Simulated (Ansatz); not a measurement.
HfN (rock salt)

```
HfN
1.0
    0.00000     2.27401     2.27401
    2.27401     0.00000     2.27401
    2.27401     2.27401     0.00000
N Hf
1 1
Direct
  0.00000   0.00000   0.00000
  0.50000   0.50000   0.50000
```

The volume is varied about the relaxed value V₀ at fixed cell shape. Symmetry pins the atoms to their sites.

These are PBE (plane waves to 420 eV, PAW, scalar-relativistic; Ansatz, an electronic-structure program) values and carry that method's errors. k mesh 18×18×18 (Γ-centred), Fermi-Dirac smearing 0.05 eV. E stands for the smeared free energy. HfN is run without spin polarisation. HfN was relaxed with its symmetry unable to fall. Spin-orbit coupling is left out, though Hf is heavy. The PAW data are Ansatz's earlier set. The zero of ΔE is the relaxed starting cell.

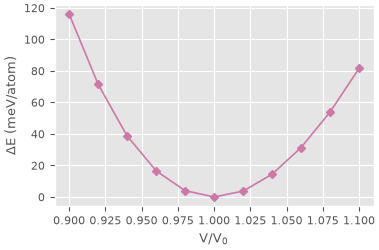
Fig. 1. ΔE (meV/atom) against V/V₀; computed points joined by lines.

Q: What is ΔE at V/V₀ = 1.100?

A: About 82 meV/atom.

Q: What is ΔE at V/V₀ = 0.900?

A: About 120 meV/atom.

Q: What bulk modulus B₀ follows from a third-order Birch-Murnaghan fit?

A: About 260 GPa.

(Under strain, the slope of the energy per volume gives the stress and its curvature an elastic modulus.)
